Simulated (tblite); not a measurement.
Run report: C₅H₇F₂ (charge +1), molecular dynamics (part 1 of 3)

System: C₅H₇F₂, charge +1, SMILES C=C[CH+]CC(F)F.
Method: GFN2-xTB Langevin dynamics, gas phase (tblite 0.8.0).

It belongs to a series of runs on one base structure; here: H on C replaced by CHF2.

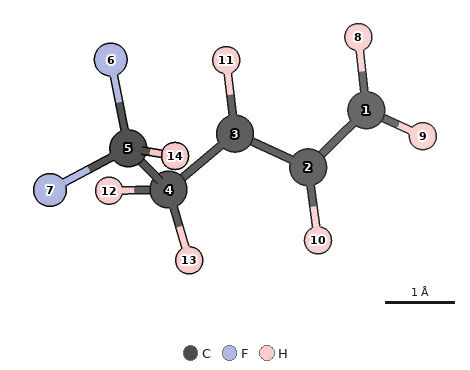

**Figure 1.** The starting structure (ball-and-stick view, seen at a tilt; atoms are numbered from 1 in the order of the input). Bond lengths as drawn: C–C 1.36 to 1.56 Å, C–F 1.33 to 1.34 Å and C–H 1.08 to 1.11 Å.

### The input
```
{"job": {"kind": "md", "xc": "GFN2-xTB", "basis": "xTB", "temperature": 400, "steps": 2000, "every": 50}, "charge": 1, "multiplicity": 1}
C      2.670404    -0.368615     0.359302
C      1.432721    -0.738912    -0.070489
C      0.357328     0.151389    -0.030514
C     -0.964871    -0.145688    -0.517142
C     -2.122626     0.560044     0.245069
F     -1.788491     1.836149     0.493175
F     -3.218898     0.560102    -0.515244
H      2.866489     0.621289     0.749189
H      3.505238    -1.054206     0.325419
H      1.271376    -1.737772    -0.458853
H      0.525387     1.148702     0.373646
H     -1.007753     0.318643    -1.524858
H     -1.172673    -1.210979    -0.650771
H     -2.354309     0.059382     1.199904
```

The first line tells a small driver script what to run in tblite; the rest is the geometry in Å.

Launched with:
```bash
OMP_NUM_THREADS=1 python <driver script> task.json out
```

### Output
```
t/fs     T/K      E/eV
    0.0   309.9   -631.28166
   25.0   240.2   -630.91815
   50.0   339.0   -630.95964
   75.0   217.7   -630.64953
  100.0   417.2   -631.01718
  125.0   244.6   -630.64410
  150.0   441.6   -630.88773
  175.0   447.4   -630.70861
  200.0   388.5   -630.55977
  225.0   369.7   -630.54573
  250.0   393.5   -630.65274
  275.0   337.2   -630.54306
  300.0   369.9   -630.61696
  325.0   437.3   -630.58122
  350.0   441.2   -630.29945
  375.0   491.9   -630.21595
  400.0   670.7   -630.40450
  425.0   582.3   -630.29672
  450.0   586.2   -630.29680
  475.0   486.1   -630.19846
  500.0   712.0   -630.63862
  525.0   509.2   -630.45032
  550.0   480.3   -630.55114
  575.0   559.1   -630.70469
  600.0   632.8   -630.78268
  625.0   376.3   -630.52735
  650.0   430.3   -630.53978
  675.0   373.8   -630.62350
  700.0   468.3   -630.77311
  725.0   293.5   -630.51717
  750.0   526.8   -630.72512
  775.0   371.6   -630.45396
  800.0   528.0   -630.34600
  825.0   495.4   -630.43129
  850.0   357.7   -630.42791
  875.0   517.6   -630.72488
  900.0   332.0   -630.42729
  925.0   513.1   -630.65153
  950.0   584.7   -630.75686
  975.0   512.1   -630.20379
 1000.0   439.9   -630.37165
```

### Trajectory as extended XYZ (Å, eV, eV/Å), 41 frames, from step=0 to step=40
```
14
Properties=species:S:1:pos:R:3:forces:R:3 step=0 time_fs=0.0 energy=-631.28166 temperature=309.9
C     2.6704   -0.3686    0.3593   -0.0012  -0.0006   0.0012
C     1.4327   -0.7389   -0.0705    0.0006   0.0042  -0.0063
C     0.3573    0.1514   -0.0305   -0.0041  -0.0006  -0.0030
C    -0.9649   -0.1457   -0.5171   -0.0024  -0.0007  -0.0008
C    -2.1226    0.5600    0.2451    0.0006   0.0009  -0.0003
F    -1.7885    1.8361    0.4932    0.0030   0.0010   0.0051
F    -3.2189    0.5601   -0.5152    0.0011  -0.0029  -0.0029
H     2.8665    0.6213    0.7492   -0.0017   0.0011   0.0046
H     3.5052   -1.0542    0.3254    0.0051  -0.0019   0.0022
H     1.2714   -1.7378   -0.4589    0.0025  -0.0001   0.0008
H     0.5254    1.1487    0.3736    0.0010  -0.0033   0.0003
H    -1.0078    0.3186   -1.5249   -0.0054  -0.0021  -0.0049
H    -1.1727   -1.2110   -0.6508   -0.0010   0.0007   0.0003
H    -2.3543    0.0594    1.1999    0.0017   0.0044   0.0039
14
Properties=species:S:1:pos:R:3:forces:R:3 step=1 time_fs=25.0 energy=-630.91815 temperature=240.2
C     2.5985   -0.3925    0.2811    0.4181  -1.8141  -0.3709
C     1.3102   -0.6838   -0.0788    1.9691  -0.4071  -0.1745
C     0.3175    0.2447    0.0683   -0.7360  -1.1130  -0.9313
C    -0.9629   -0.1063   -0.4764   -0.6460   0.0189   0.0197
C    -2.1754    0.5364    0.2761    1.5594   0.2486  -0.1351
F    -1.8058    1.8090    0.4942   -0.3657   0.6327   0.1073
F    -3.2218    0.4920   -0.4913   -1.1762   0.1174  -0.5779
H     2.8012    0.3796    0.9499    0.3014   1.3904   0.7547
H     3.4839   -1.0371    0.0759   -0.9084   0.3985  -0.0885
H     1.1134   -1.5972   -0.6124   -0.0792  -0.2913  -0.0556
H     0.5591    1.2040    0.3988    0.0322   1.4251   0.7136
H    -0.9711    0.2428   -1.5472   -0.2424   0.1604   0.6133
H    -1.0960   -1.1792   -0.5471   -0.0714  -0.4122  -0.0251
H    -2.3836    0.0961    1.2536   -0.0549  -0.3544   0.1503
14
Properties=species:S:1:pos:R:3:forces:R:3 step=2 time_fs=50.0 energy=-630.95964 temperature=339.0
C     2.6145   -0.4010    0.2826   -0.2487   0.7008  -0.4458
C     1.3159   -0.6459   -0.0499    0.6719  -0.7118  -0.0440
C     0.2227    0.1870    0.0366    0.5905   1.1079   0.3361
C    -1.0551   -0.1428   -0.5000   -1.0429   1.1182  -1.1918
C    -2.2254    0.5396    0.3004    0.2921   0.0078  -0.3001
F    -1.9897    1.8335    0.5798    0.5046  -0.1091  -0.0457
F    -3.3034    0.5412   -0.4703   -0.5159  -0.3443  -0.0288
H     3.0417    0.5893    0.3620   -0.2241   0.1454   0.3530
H     3.3340   -1.1854    0.2936    0.3129  -0.5160   0.0255
H     1.1091   -1.6316   -0.4246   -0.0739  -0.5652   0.0060
H     0.3986    1.1529    0.5825   -0.5383  -0.7289  -0.5039
H    -1.1275    0.3683   -1.5527    0.2152  -0.2861   1.2511
H    -1.3149   -1.1819   -0.7920    0.3896   0.3214   0.5760
H    -2.3793    0.0214    1.2556   -0.3331  -0.1401   0.0124
14
Properties=species:S:1:pos:R:3:forces:R:3 step=3 time_fs=75.0 energy=-630.64953 temperature=217.7
C     2.6806   -0.2871    0.2711    0.8712   1.4449   0.3224
C     1.4289   -0.6930    0.0066   -1.9546  -1.9402  -0.8012
C     0.2771    0.1360   -0.0283    0.7172   1.0327   0.9611
C    -1.0741    0.0098   -0.5073   -0.8613  -0.2182  -2.5605
C    -2.3067    0.4837    0.3081   -0.8562   0.8801   0.2947
F    -2.1195    1.7814    0.7260   -0.2125  -1.3546  -0.2493
F    -3.4636    0.4902   -0.4801    1.9811  -0.1762   1.0899
H     2.9958    0.7731    0.4585   -0.5821  -0.9376  -0.2447
H     3.5118   -0.9713    0.2687    0.0006  -0.2200   0.0569
H     1.2541   -1.8004   -0.2022    0.2684   1.3552   0.0691
H     0.5228    1.1075    0.4676   -0.5449  -0.3819  -0.3476
H    -1.1540    0.7935   -1.3691    0.4861  -0.5671   0.8597
H    -1.4326   -0.9134   -1.0722    0.8804   0.4598   0.9929
H    -2.4575   -0.2037    1.1846   -0.1934   0.6231  -0.4435
14
Properties=species:S:1:pos:R:3:forces:R:3 step=4 time_fs=100.0 energy=-631.01718 temperature=417.2
C     2.5756   -0.2761    0.2016    0.5039  -0.8128   0.3026
C     1.2825   -0.6710   -0.0121    1.1425  -1.0352  -0.2771
C     0.2787    0.2632    0.0222    0.4986   0.6664   0.2493
C    -0.9771    0.0806   -0.5736   -2.0498   0.7086  -1.0385
C    -2.2548    0.3893    0.3203   -0.1626   1.4738  -0.0940
F    -2.1837    1.6166    0.9229    0.4947  -0.8233  -0.2950
F    -3.3210    0.4909   -0.4768    0.1603  -0.4590   0.0039
H     2.7858    0.7336    0.5234    0.0938   0.0670  -0.0752
H     3.4598   -0.9519    0.1109   -0.9292   0.5539  -0.0413
H     1.0361   -1.6886   -0.3278    0.2527   0.2315   0.0515
H     0.5501    1.2068    0.4610   -0.2423   0.5303   0.1964
H    -1.0865    0.8384   -1.4493    0.1209  -0.6640   1.1346
H    -1.1500   -0.9026   -1.0017    0.0678  -0.2789  -0.0367
H    -2.4270   -0.3553    1.1067    0.0488  -0.1583  -0.0804
14
Properties=species:S:1:pos:R:3:forces:R:3 step=5 time_fs=125.0 energy=-630.64410 temperature=244.6
C     2.5773   -0.3731    0.1810   -1.0432   0.1566  -0.1145
C     1.2160   -0.6101    0.0241    2.5831   0.0475   0.6396
C     0.2371    0.3504    0.0812    1.2783   1.0103  -0.2119
C    -0.9820    0.0993   -0.5781   -1.4454   1.8092   0.6813
C    -2.2929    0.3097    0.3643    2.4542   0.2789   0.2512
F    -2.0479    1.4337    1.0616   -0.7147   0.3428  -0.4016
F    -3.2112    0.3526   -0.5220   -2.4820   0.9640  -1.0889
H     2.9371    0.6243    0.3876    0.0089   0.0848   0.0746
H     3.3514   -1.1150    0.0023   -0.3670  -0.0085   0.0645
H     0.9312   -1.5886   -0.2183   -0.3520  -1.2964  -0.3980
H     0.5457    1.3452    0.4394   -0.5650  -0.3089   0.0209
H    -1.1856    0.9145   -1.3465    0.2202  -0.6098   0.7105
H    -1.0864   -0.8482   -1.0055   -0.0036  -1.4870  -0.7197
H    -2.5866   -0.4246    1.0920    0.4283  -0.9835   0.4918
14
Properties=species:S:1:pos:R:3:forces:R:3 step=6 time_fs=150.0 energy=-630.88773 temperature=441.6
C     2.5918   -0.3862    0.1926   -0.5584   0.6666   0.3680
C     1.2644   -0.7031    0.1175    0.3978   0.2449  -0.8916
C     0.2775    0.2887    0.0674    0.3683  -0.5423  -0.2903
C    -0.9527    0.0981   -0.6591    0.1759  -0.9396  -0.1671
C    -2.1406    0.2477    0.2774   -1.6707  -1.0971   1.1626
F    -2.0309    1.2524    1.1158    0.3834   1.2305   0.3618
F    -3.2878    0.3910   -0.3776   -0.2536   0.4355  -0.8069
H     2.9744    0.6335    0.2650   -0.3455  -0.1935   0.1310
H     3.3502   -1.1194    0.1214    0.4949  -0.7132  -0.1289
H     0.9960   -1.7063   -0.2281    0.0739   0.1474   0.3392
H     0.4492    1.1827    0.6473   -0.1121   0.3632  -0.0511
H    -1.2038    0.8730   -1.3726    0.4183   0.5845  -0.4331
H    -1.0286   -0.8855   -1.1739    0.1319   0.4963   0.2545
H    -2.3486   -0.6216    0.9112    0.4959  -0.6832   0.1520
14
Properties=species:S:1:pos:R:3:forces:R:3 step=7 time_fs=175.0 energy=-630.70861 temperature=447.4
C     2.6728   -0.3621    0.2668    0.1172  -2.1412   0.4241
C     1.3830   -0.7569    0.1323   -0.8066  -0.7380  -0.6250
C     0.3791    0.2251   -0.0192   -0.3146  -1.0716  -0.0199
C    -0.8992    0.0575   -0.7052   -0.0552  -1.7172   0.5430
C    -2.1233    0.0941    0.3122   -1.6066   0.4056   0.2086
F    -1.9995    1.0593    1.2316    0.6646   0.2210  -0.2208
F    -3.3326    0.3865   -0.2798    1.4797  -0.4367  -0.1641
H     2.9976    0.6194    0.2952    0.2660   1.7829  -0.0120
H     3.4871   -1.0839    0.3554   -0.2956   0.0148  -0.1229
H     1.1061   -1.8638    0.0046    0.4506   1.6319   0.0723
H     0.5386    1.1693    0.4873    0.0304   0.2017  -0.0792
H    -1.0670    0.9637   -1.2054   -0.3004   1.5242  -1.1156
H    -0.9866   -0.8125   -1.4499    0.1069   0.9313   1.3563
H    -2.2964   -0.8128    0.8950    0.2637  -0.6087  -0.2448
14
Properties=species:S:1:pos:R:3:forces:R:3 step=8 time_fs=200.0 energy=-630.55977 temperature=388.5
C     2.7222   -0.5181    0.3452   -0.7340   1.0472   0.0993
C     1.4057   -0.7195    0.0061   -0.2596  -0.5551   0.8833
C     0.3624    0.2138   -0.1103    1.7780   1.5643   0.0980
C    -0.9505    0.0303   -0.6280   -0.0221  -2.0995   0.4337
C    -2.1897   -0.0822    0.3926    1.0499   2.3714  -1.4350
F    -1.8254    0.8409    1.3027   -1.3346  -0.1720   0.4483
F    -3.2169    0.3386   -0.3967    0.3175  -0.5544   1.5401
H     3.1523    0.4912    0.4102   -0.2055  -0.4293  -0.1955
H     3.3825   -1.3226    0.6263   -0.0597  -0.1401  -0.1960
H     1.0541   -1.7472    0.0168    0.1326  -0.2073  -0.3934
H     0.6065    1.2883    0.1053   -0.0230  -0.8752   0.0250
H    -1.1098    0.8758   -1.2645   -0.6540   0.5369  -0.4111
H    -1.0916   -0.9449   -1.0663    0.3610  -0.3867  -0.9938
H    -2.3038   -1.0673    0.8298   -0.3465  -0.1002   0.0972
14
Properties=species:S:1:pos:R:3:forces:R:3 step=9 time_fs=225.0 energy=-630.54573 temperature=369.7
C     2.6449   -0.5627    0.3254    2.1168   1.9993   0.5127
C     1.3701   -0.7678   -0.0333    0.0806  -0.5993  -0.5347
C     0.3865    0.1863   -0.2936    2.3645   0.4737   1.9225
C    -0.8188   -0.2026   -0.8145   -2.6963   0.0347   0.1704
C    -2.0620   -0.1807    0.2648    0.4376   3.1084  -0.1404
F    -1.8429    0.6275    1.3680    0.1750  -0.9652  -1.3131
F    -3.1387    0.3427   -0.3242    0.4298  -0.7413   0.2464
H     3.1181    0.4712    0.4041   -0.8958  -1.1441  -0.0696
H     3.4078   -1.3155    0.5231   -0.5645  -0.1444  -0.1030
H     1.1264   -1.7936   -0.2727   -0.2450  -0.2627   0.0772
H     0.5061    1.1764    0.1181    0.1815   0.4039  -0.1308
H    -1.0533    0.4816   -1.6275   -0.6026   0.0969  -0.1932
H    -0.8227   -1.2336   -1.0505    0.0038  -1.0121  -1.0822
H    -2.1049   -1.1873    0.5665   -0.7854  -1.2477   0.6379
14
Properties=species:S:1:pos:R:3:forces:R:3 step=10 time_fs=250.0 energy=-630.65274 temperature=393.5
C     2.6617   -0.6387    0.3529    0.1037  -0.6182   0.1312
C     1.3843   -0.9286   -0.0708    1.4064  -0.9964  -0.1042
C     0.4178    0.0229   -0.3218    0.0264  -0.2743   0.3834
C    -0.9028   -0.2608   -0.8242    0.7153   0.4129  -1.4679
C    -2.0580   -0.2912    0.1471   -1.2146   2.1120   1.8501
F    -1.7435    0.4789    1.2671    0.1683  -0.8818  -0.7158
F    -3.1532    0.3802   -0.3044    0.7560  -1.0393  -0.2354
H     3.0071    0.3297    0.6037   -0.1030   1.0838   0.0316
H     3.4837   -1.3496    0.5405   -0.8443  -0.1194  -0.2704
H     1.1974   -1.9895   -0.2753   -0.2474   0.3533   0.0748
H     0.6322    1.0630   -0.2038    0.4015   0.5298   0.5039
H    -1.1064    0.7207   -1.3300   -0.2871  -0.9145  -0.6514
H    -0.8535   -1.2128   -1.4221   -0.4866   0.9100   0.2898
H    -2.3029   -1.2815    0.4894   -0.3946  -0.5578   0.1804
14
Properties=species:S:1:pos:R:3:forces:R:3 step=11 time_fs=275.0 energy=-630.54306 temperature=337.2
C     2.6020   -0.6146    0.3323   -0.4661  -1.4795  -0.6796
C     1.3876   -1.1122   -0.1566    1.2710   1.5118   0.5807
C     0.4123   -0.1337   -0.3689   -2.1443   0.0061  -0.0951
C    -0.9795   -0.3042   -0.9749    1.7416   0.4398   1.3252
C    -2.1539   -0.2356    0.1685    0.9389  -1.6375   0.5122
F    -1.6160    0.3246    1.3121   -0.7992   0.1209  -1.2579
F    -3.2135    0.3966   -0.3015    0.5233   0.3466   0.3672
H     2.8172    0.4118    0.4172   -0.3442   1.2486   0.1186
H     3.5307   -1.1438    0.5508   -0.5820  -0.6301  -0.0937
H     1.2308   -2.1590   -0.3471   -0.0067  -0.1131  -0.0885
H     0.5754    0.8632    0.0531    0.1845  -0.2279  -0.1893
H    -1.1853    0.6665   -1.5151    0.1574  -1.1531  -0.0215
H    -0.9066   -1.2594   -1.5367   -0.9321   0.7797   0.1342
H    -2.4997   -1.2701    0.5178    0.4577   0.7877  -0.6126
14
Properties=species:S:1:pos:R:3:forces:R:3 step=12 time_fs=300.0 energy=-630.61696 temperature=369.9
C     2.5035   -0.6286    0.2783    0.0386  -0.3467   0.1804
C     1.3484   -1.0718   -0.3325    0.1451   3.6824   1.3469
C     0.2861   -0.1406   -0.4267   -0.0677   0.1262  -0.1291
C    -1.0532   -0.4847   -0.9325    1.9571  -0.4359   0.9446
C    -2.1083   -0.3010    0.2368   -0.0066  -2.4638  -1.1212
F    -1.6469    0.3265    1.2551    1.4292   0.8063   2.1915
F    -3.0334    0.4546   -0.2185   -2.4826   1.3201  -1.1282
H     2.8574    0.2756    0.7960   -1.1359   0.0635  -0.6503
H     3.2909   -1.3272    0.3920    0.7097  -0.9481  -0.0947
H     1.2428   -2.0476   -0.6561   -0.0880  -1.6049  -0.6303
H     0.4412    0.9064   -0.0726   -0.0046  -0.8525  -0.2066
H    -1.3027    0.2362   -1.7096   -0.2974  -0.0343  -0.1328
H    -0.9755   -1.5176   -1.2686   -0.6519   0.0194  -0.3016
H    -2.5480   -1.3030    0.5532    0.4550   0.6683  -0.2687
```
